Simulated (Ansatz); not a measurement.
**Nudged elastic band of Ti$_{8}$Ru$_{8}$Au (part 2 of 2)**

Continued. System: Ti$_{8}$Ru$_{8}$Au (slab, 17 atoms in the cell). Method: DFT PBE, scalar-relativistic, plane waves, PAW, no spin polarisation (Ansatz 0.2.0); cutoff 420 eV, 3×3×1 k-mesh, Fermi–Dirac smearing of 0.1 eV. The structure derives from an entry of the Crystallography Open Database. The input holds or restrains some coordinates. It belongs to a series of runs on one base structure; here: band between the two ends.

Geometry of the input (Å; fractional positions):
```
6.1400  0.0000  0.0000
0.0000  6.1400  0.0000
0.0000  0.0000  16.6050
Ti 0.2493  0.2493  0.1343
Ru 0.0000  0.0000  0.0602
Ti 0.2535  0.2535  0.3222
Ru -0.0004  -0.0004  0.2414
Ti 0.2493  0.7502  0.1343
Ru 0.0000  0.5000  0.0602
Ti 0.2539  0.7450  0.3223
Ru -0.0004  0.4996  0.2396
Ti 0.7503  0.2492  0.1343
Ru 0.5000  0.0000  0.0602
Ti 0.7450  0.2538  0.3223
Ru 0.4997  -0.0004  0.2396
Ti 0.7502  0.7502  0.1343
Ru 0.5000  0.5000  0.0602
Ti 0.7452  0.7451  0.3223
Ru 0.4997  0.4997  0.2357
Au 0.4985  0.4982  0.4337
```

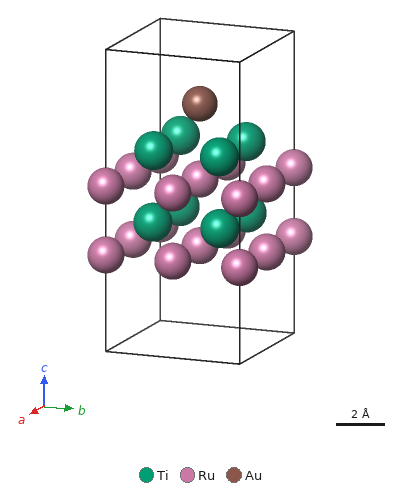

The structure as given in the input (spheres-only view of the cell of the calculation, with the vacuum cut short, seen slightly off an axis). An atom can appear more than once, as a periodic image.

Output, continued
```
  k-point 1: bands = ["-99.9542", "-67.3563", "-67.3451", "-67.3400", "-67.3290", "-66.5804", "-66.5690", "-66.5658", "-66.5545", "-52.0201", "-52.0098", "-51.9746", "-51.9572", "-51.5189", "-51.4399", "-51.4364", "-51.4309", "-51.4193", "-51.4066", "-51.2230", "-37.4762", "-37.4471", "-37.4284", "-37.4186", "-37.3540", "-37.3479", "-37.3420", "-37.3354", "-37.3352", "-37.3264", "-37.3226", "-37.2867", "-36.6925", "-36.6876", "-36.6818", "-36.6783", "-36.6687", "-36.6586", "-36.6488", "-36.6423", "-36.5769", "-36.5610", "-36.5395", "-36.5244", "-28.4103", "-28.3992", "-28.3145", "-28.3017", "-28.2951", "-28.2764", "-28.2707", "-28.2534", "-28.1655", "-28.1530", "-28.1063", "-28.1008", "-27.7949", "-27.7795", "-27.7512", "-27.7371", "-27.7347", "-27.7154", "-27.7104", "-27.7053", "-27.6431", "-27.6336", "-27.5899", "-27.5884", "-0.4734", "0.5074", "0.7446", "0.9628", "1.0558", "1.2209", "1.2674", "1.2836", "1.3004", "1.3448", "1.4624", "1.5436", "1.5603", "1.6384", "1.6751", "1.7386", "1.7441", "1.8849", "1.9491", "2.1772", "2.2811", "2.3461", "2.3715", "2.4262", "2.5795", "2.5941", "2.6898", "2.7172", "2.8742", "2.9054", "3.0600", "3.0730", "3.2127", "3.2954", "3.4136", "3.4835", "3.5529", "3.6413", "3.7766", "3.9151", "4.0254", "4.0361", "4.1274", "4.2573", "4.3449", "4.3626", "4.5643", "4.5821", "4.6331", "4.6550", "4.6678", "4.7156", "5.3061", "5.6168", "5.6770", "5.8274", "5.8674", "5.8735", "5.9191", "5.9873", "6.1043", "6.1491", "6.2822", "6.3417", "6.3769", "6.4445", "6.5248", "6.6882", "6.6956", "6.7055", "6.7791", "6.9046", "6.9214", "6.9693", "7.0040", "7.0904", "7.1661", "7.1975"]
  k-point 2: bands = ["-99.9542", "-67.3548", "-67.3491", "-67.3359", "-67.3304", "-66.5791", "-66.5733", "-66.5614", "-66.5559", "-52.0236", "-52.0027", "-51.9813", "-51.9540", "-51.5190", "-51.4403", "-51.4364", "-51.4298", "-51.4203", "-51.4064", "-51.2230", "-37.4628", "-37.4592", "-37.4391", "-37.4097", "-37.3638", "-37.3476", "-37.3453", "-37.3347", "-37.3302", "-37.3127", "-37.3122", "-37.3030", "-36.6867", "-36.6854", "-36.6851", "-36.6828", "-36.6653", "-36.6613", "-36.6505", "-36.6411", "-36.5803", "-36.5612", "-36.5358", "-36.5249", "-28.4152", "-28.3946", "-28.3289", "-28.3045", "-28.2858", "-28.2719", "-28.2712", "-28.2509", "-28.1578", "-28.1436", "-28.1132", "-28.1092", "-27.7957", "-27.7791", "-27.7504", "-27.7369", "-27.7352", "-27.7152", "-27.7109", "-27.7050", "-27.6419", "-27.6343", "-27.5924", "-27.5864", "-0.4751", "0.5131", "0.6930", "0.9397", "1.0454", "1.2008", "1.2536", "1.2794", "1.3008", "1.3364", "1.4592", "1.5062", "1.5932", "1.6360", "1.7294", "1.7419", "1.8469", "1.9224", "1.9407", "2.1711", "2.2275", "2.2978", "2.3768", "2.4858", "2.5797", "2.5948", "2.6841", "2.7200", "2.9059", "2.9357", "3.0425", "3.0717", "3.2434", "3.2964", "3.4128", "3.4833", "3.5513", "3.6431", "3.8001", "3.9210", "3.9670", "4.0447", "4.1332", "4.2558", "4.3485", "4.3630", "4.5004", "4.6201", "4.6462", "4.6601", "4.6743", "4.6761", "5.2716", "5.5170", "5.7395", "5.8165", "5.8473", "5.8520", "5.9125", "6.0895", "6.0933", "6.1354", "6.2572", "6.3381", "6.4026", "6.4574", "6.6242", "6.6469", "6.6873", "6.7205", "6.8200", "6.9085", "6.9333", "6.9704", "6.9778", "7.0633", "7.1459", "7.2155"]
  k-point 4: bands = ["-99.9542", "-67.3535", "-67.3479", "-67.3372", "-67.3317", "-66.5776", "-66.5718", "-66.5630", "-66.5574", "-52.0184", "-52.0080", "-51.9764", "-51.9589", "-51.5189", "-51.4364", "-51.4353", "-51.4253", "-51.4239", "-51.4122", "-51.2230", "-37.4385", "-37.4260", "-37.4211", "-37.4099", "-37.3621", "-37.3498", "-37.3460", "-37.3443", "-37.3416", "-37.3366", "-37.3311", "-37.3145", "-36.6847", "-36.6802", "-36.6654", "-36.6607", "-36.6545", "-36.6487", "-36.6477", "-36.6397", "-36.5799", "-36.5711", "-36.5650", "-36.5639", "-28.4092", "-28.3991", "-28.2939", "-28.2763", "-28.2704", "-28.2664", "-28.2584", "-28.2551", "-28.1638", "-28.1559", "-28.1537", "-28.1465", "-27.7463", "-27.7443", "-27.7423", "-27.7296", "-27.7269", "-27.7165", "-27.7160", "-27.7084", "-27.6470", "-27.6377", "-27.6367", "-27.6338", "-0.0044", "0.7530", "0.8640", "1.0060", "1.0774", "1.2427", "1.3973", "1.4536", "1.4894", "1.6016", "1.6626", "1.6903", "1.6975", "1.7848", "1.9275", "1.9547", "2.0464", "2.1049", "2.1783", "2.2050", "2.2135", "2.2936", "2.3164", "2.4092", "2.4203", "2.6523", "2.6882", "2.7064", "2.7968", "2.8803", "2.8891", "3.1450", "3.1561", "3.1632", "3.1709", "3.2203", "3.3139", "3.3617", "3.4878", "3.6193", "3.9390", "3.9401", "4.0144", "4.0359", "4.0986", "4.1879", "4.2045", "4.3085", "4.3684", "4.4244", "4.5034", "4.5083", "4.5803", "4.6287", "5.4596", "5.5037", "5.6694", "5.8753", "5.9838", "6.1011", "6.1230", "6.2748", "6.2832", "6.3401", "6.3705", "6.4764", "6.5855", "6.6270", "6.6737", "6.7194", "6.7314", "6.7445", "6.7546", "6.7996", "6.9733", "6.9896", "7.0534", "7.1394"]
this run last wrote the band of iteration 5 to [file]
--- NEB band (6 images, 5 band iterations, 264 SCF iterations) ---
  forward barrier  = 0.366654 eV
  backward barrier = 0.366654 eV
  lagrangian_above_aufbau_ev (what the smearing adds, to first order; not taken off the barriers): saddle image -0.172264 eV, end points -0.177543 and -0.177543 eV
  climbing image's point = of an order that was not read
  energies are F+E_penalty+E_count in eV, relative to image 0
  image     s (Å)  Δ vs image 0  max|band force component| (eV/Å)
      0    0.0000      0.000000                                 —
      1    0.5342      0.118132                          3.464e-2
      2    1.0682      0.303022                          2.794e-2
  *   3    1.6022      0.366654                          4.213e-2
      4    2.3982      0.227515                          4.319e-2
      5    3.1941     -0.000000                                 —
  climbing-image geometry (image 3):
  cell:  # Å, volume = 626.0019 Å³
    - [6.14, 0.0, 0.0]
    - [0.0, 6.14, 0.0]
    - [0.0, 0.0, 16.605]
  atoms:
    - { symbol: Ti, position: [0.2499822975138723, 0.2497122680900438, 0.13399252751700272] }
    - { symbol: Ru, position: [0.0, 0.0, 0.06022280000000001] }
    - { symbol: Ti, position: [0.2501787657331106, 0.2495358098530912, 0.3197366523522556] }
    - { symbol: Ru, position: [0.0010429180651619972, -0.00010219192379155391, 0.24019766954582303] }
    - { symbol: Ti, position: [0.2499694913956083, 0.750031787988464, 0.13398353261793436] }
    - { symbol: Ru, position: [0.0, 0.5, 0.06022280000000001] }
    - { symbol: Ti, position: [0.2503223013404187, 0.7502122744922125, 0.31970357304955804] }
    - { symbol: Ru, position: [0.0010841360484712377, 0.49990952853332793, 0.2382469743845219] }
    - { symbol: Ti, position: [0.7499623935131499, 0.24953695898396097, 0.13432481801657023] }
    - { symbol: Ru, position: [0.5, 0.0, 0.06022280000000001] }
    - { symbol: Ti, position: [0.7501920199695062, 0.25699447382577584, 0.3238507689492292] }
    - { symbol: Ru, position: [0.4991050611449489, -0.00010833616532059212, 0.24016274918582992] }
    - { symbol: Ti, position: [0.749945671351191, 0.7502064400927319, 0.13432495356818314] }
    - { symbol: Ru, position: [0.5, 0.5, 0.06022280000000001] }
    - { symbol: Ti, position: [0.7502948234769189, 0.7426021117945142, 0.32385714945208355] }
    - { symbol: Ru, position: [0.4990633912748822, 0.4999129682652177, 0.23819381416810603] }
    - { symbol: Au, position: [0.7487579869845477, 0.49947486760052096, 0.4539093339419465] }
```

The last band as extended XYZ (Å, eV, eV/Å)
```
17
Lattice="6.1400 0.0000 0.0000 0.0000 6.1400 0.0000 0.0000 0.0000 16.6050" Properties=species:S:1:pos:R:3:forces:R:3 image=0 energy=-80176.37322
Ti    1.5308    1.5305    2.2294   -0.0004   0.0000  -0.0027
Ru    0.0000    0.0000    1.0000   -0.0041  -0.0049   0.0793
Ti    1.5568    1.5567    5.3506    0.0044   0.0039  -0.0011
Ru   -0.0023   -0.0026    4.0088   -0.0015  -0.0021  -0.0003
Ti    1.5306    4.6063    2.2295   -0.0001   0.0022  -0.0019
Ru    0.0000    3.0700    1.0000   -0.0038  -0.0040   0.0412
Ti    1.5587    4.5742    5.3517    0.0022   0.0002  -0.0048
Ru   -0.0023    3.0678    3.9788   -0.0001  -0.0007  -0.0020
Ti    4.6066    1.5303    2.2295    0.0016   0.0006  -0.0023
Ru    3.0700    0.0000    1.0000   -0.0034  -0.0044   0.0412
Ti    4.5743    1.5581    5.3512    0.0012   0.0020  -0.0029
Ru    3.0680   -0.0026    3.9788   -0.0006  -0.0006  -0.0020
Ti    4.6063    4.6060    2.2295    0.0029   0.0034  -0.0023
Ru    3.0700    3.0700    1.0000   -0.0037  -0.0044  -0.1413
Ti    4.5758    4.5751    5.3522   -0.0013  -0.0010  -0.0047
Ru    3.0682    3.0679    3.9134   -0.0005   0.0005  -0.0071
Au    3.0608    3.0589    7.2018    0.0073   0.0093   0.0137
17
Lattice="6.1400 0.0000 0.0000 0.0000 6.1400 0.0000 0.0000 0.0000 16.6050" Properties=species:S:1:pos:R:3:forces:R:3 image=1 energy=-80176.25509
Ti    1.5419    1.5320    2.2302    0.0275  -0.0013  -0.0002
Ru    0.0000    0.0000    1.0000    0.0259  -0.0020   0.0847
Ti    1.6066    1.5559    5.3506    0.0582   0.0237   0.0422
Ru    0.0412   -0.0009    4.0073   -0.0241  -0.0006   0.0031
Ti    1.5418    4.6062    2.2301    0.0278   0.0051  -0.0001
Ru    0.0000    3.0700    1.0000    0.0187  -0.0023   0.0460
Ti    1.6071    4.5814    5.3502    0.0571  -0.0211   0.0441
Ru    0.0319    3.0692    3.9776   -0.0088  -0.0015   0.0070
Ti    4.6166    1.5310    2.2304    0.0322   0.0006   0.0023
Ru    3.0700    0.0000    1.0000    0.0345  -0.0019   0.0611
Ti    4.6302    1.5634    5.3562    0.0314  -0.0118  -0.0178
Ru    3.0977   -0.0008    3.9835   -0.0101  -0.0009  -0.0092
Ti    4.6165    4.6071    2.2304    0.0326   0.0036   0.0021
Ru    3.0700    3.0700    1.0000    0.0505  -0.0022  -0.1032
Ti    4.6308    4.5739    5.3564    0.0286   0.0119  -0.0158
Ru    3.0880    3.0693    3.9266   -0.0184  -0.0019  -0.0291
Au    3.5670    3.0671    7.3158   -0.3636   0.0024  -0.1171
17
Lattice="6.1400 0.0000 0.0000 0.0000 6.1400 0.0000 0.0000 0.0000 16.6050" Properties=species:S:1:pos:R:3:forces:R:3 image=2 energy=-80176.07020
Ti    1.5379    1.5326    2.2273    0.0181  -0.0014  -0.0046
Ru    0.0000    0.0000    1.0000   -0.0057  -0.0021   0.0572
Ti    1.5712    1.5403    5.3250    0.0432   0.0058   0.0296
Ru    0.0269   -0.0008    3.9962   -0.0145  -0.0011  -0.0035
Ti    1.5378    4.6055    2.2272    0.0184   0.0060  -0.0046
Ru    0.0000    3.0700    1.0000   -0.0136  -0.0023  -0.0035
Ti    1.5719    4.5975    5.3245    0.0415  -0.0032   0.0317
Ru    0.0205    3.0693    3.9668   -0.0216  -0.0018   0.0089
Ti    4.6103    1.5318    2.2293    0.0208   0.0021   0.0137
Ru    3.0700    0.0000    1.0000    0.0345  -0.0020   0.0464
Ti    4.6174    1.5715    5.3680    0.0275  -0.0070  -0.0285
Ru    3.0832   -0.0008    3.9841   -0.0058  -0.0010  -0.0092
Ti    4.6102    4.6063    2.2294    0.0212   0.0027   0.0132
Ru    3.0700    3.0700    1.0000    0.0497  -0.0023  -0.0854
Ti    4.6181    4.5655    5.3681    0.0246   0.0061  -0.0240
Ru    3.0749    3.0694    3.9414   -0.0025  -0.0021  -0.0208
Au    4.0730    3.0665    7.4669   -0.2358   0.0037  -0.0166
17
Lattice="6.1400 0.0000 0.0000 0.0000 6.1400 0.0000 0.0000 0.0000 16.6050" Properties=species:S:1:pos:R:3:forces:R:3 image=3 energy=-80176.00657
Ti    1.5349    1.5332    2.2249    0.0004  -0.0052  -0.0030
Ru    0.0000    0.0000    1.0000   -0.0345  -0.0016   0.0459
Ti    1.5361    1.5321    5.3092    0.0013   0.0059   0.0395
Ru    0.0064   -0.0006    3.9885   -0.0105  -0.0006  -0.0164
Ti    1.5348    4.6052    2.2248    0.0006   0.0090  -0.0027
Ru    0.0000    3.0700    1.0000   -0.0450  -0.0021  -0.0444
Ti    1.5370    4.6063    5.3087   -0.0005  -0.0043   0.0421
Ru    0.0067    3.0694    3.9561   -0.0142  -0.0015  -0.0168
Ti    4.6048    1.5322    2.2305    0.0034   0.0040   0.0090
Ru    3.0700    0.0000    1.0000    0.0340  -0.0015   0.0434
Ti    4.6062    1.5779    5.3775   -0.0040  -0.0221  -0.0348
Ru    3.0645   -0.0007    3.9879    0.0136  -0.0001  -0.0117
Ti    4.6047    4.6063    2.2305    0.0038   0.0001   0.0089
Ru    3.0700    3.0700    1.0000    0.0447  -0.0021  -0.0483
Ti    4.6068    4.5596    5.3776   -0.0047   0.0204  -0.0299
Ru    3.0642    3.0695    3.9552    0.0150  -0.0020  -0.0099
Au    4.5974    3.0668    7.5372   -0.0035   0.0036   0.0291
17
Lattice="6.1400 0.0000 0.0000 0.0000 6.1400 0.0000 0.0000 0.0000 16.6050" Properties=species:S:1:pos:R:3:forces:R:3 image=4 energy=-80176.14571
Ti    1.5268    1.5323    2.2295   -0.0204  -0.0022  -0.0028
Ru    0.0000    0.0000    1.0000   -0.0383  -0.0018   0.0553
Ti    1.4665    1.5520    5.3447   -0.0397  -0.0077   0.0000
Ru   -0.0261   -0.0006    3.9834    0.0285  -0.0012  -0.0028
Ti    1.5266    4.6059    2.2294   -0.0202   0.0066  -0.0027
Ru    0.0000    3.0700    1.0000   -0.0572  -0.0022  -0.0952
Ti    1.4684    4.5866    5.3441   -0.0408   0.0101   0.0013
Ru   -0.0147    3.0695    3.9329    0.0149  -0.0019  -0.0112
Ti    4.5930    1.5313    2.2296   -0.0236   0.0031   0.0004
Ru    3.0700    0.0000    1.0000   -0.0248  -0.0018   0.0712
Ti    4.5734    1.5648    5.3552   -0.0243   0.0073   0.0093
Ru    3.0312   -0.0008    4.0018   -0.0338  -0.0009   0.0047
Ti    4.5928    4.6070    2.2297   -0.0234   0.0012   0.0002
Ru    3.0700    3.0700    1.0000   -0.0151  -0.0023   0.0240
Ti    4.5747    4.5718    5.3554   -0.0240  -0.0064   0.0107
Ru    3.0373    3.0693    3.9719   -0.0044  -0.0017   0.0112
Au    5.3668    3.0664    7.3939    0.3467   0.0016  -0.0739
17
Lattice="6.1400 0.0000 0.0000 0.0000 6.1400 0.0000 0.0000 0.0000 16.6050" Properties=species:S:1:pos:R:3:forces:R:3 image=5 energy=-80176.37322
Ti    1.5366    1.5303    2.2295    0.0016   0.0006  -0.0023
Ru    0.0000    0.0000    1.0000   -0.0034  -0.0044   0.0412
Ti    1.5043    1.5581    5.3512    0.0012   0.0020  -0.0029
Ru   -0.0020   -0.0026    3.9788   -0.0006  -0.0006  -0.0020
Ti    1.5363    4.6060    2.2295    0.0029   0.0034  -0.0023
Ru    0.0000    3.0700    1.0000   -0.0037  -0.0044  -0.1412
Ti    1.5058    4.5751    5.3522   -0.0013  -0.0010  -0.0047
Ru   -0.0018    3.0679    3.9134   -0.0005   0.0005  -0.0071
Ti    4.6008    1.5305    2.2294   -0.0004   0.0000  -0.0027
Ru    3.0700    0.0000    1.0000   -0.0041  -0.0049   0.0793
Ti    4.6268    1.5567    5.3506    0.0044   0.0039  -0.0011
Ru    3.0677   -0.0026    4.0088   -0.0015  -0.0021  -0.0003
Ti    4.6006    4.6063    2.2295   -0.0001   0.0022  -0.0019
Ru    3.0700    3.0700    1.0000   -0.0037  -0.0040   0.0412
Ti    4.6287    4.5742    5.3517    0.0022   0.0002  -0.0048
Ru    3.0677    3.0678    3.9788   -0.0001  -0.0007  -0.0020
Au    6.1308    3.0589    7.2018    0.0073   0.0093   0.0137
```

Key numbers

- outcome: converged under the restraints of the input
- barrier, forward: 0.367 eV
- barrier, backward: 0.367 eV
- electrons treated: 243
- wall time: 6.5 min (CPU time 25 min)
- peak memory: 3.2 GiB

Spin–orbit coupling is left out, which matters for Au. The order of the saddle point was not checked.
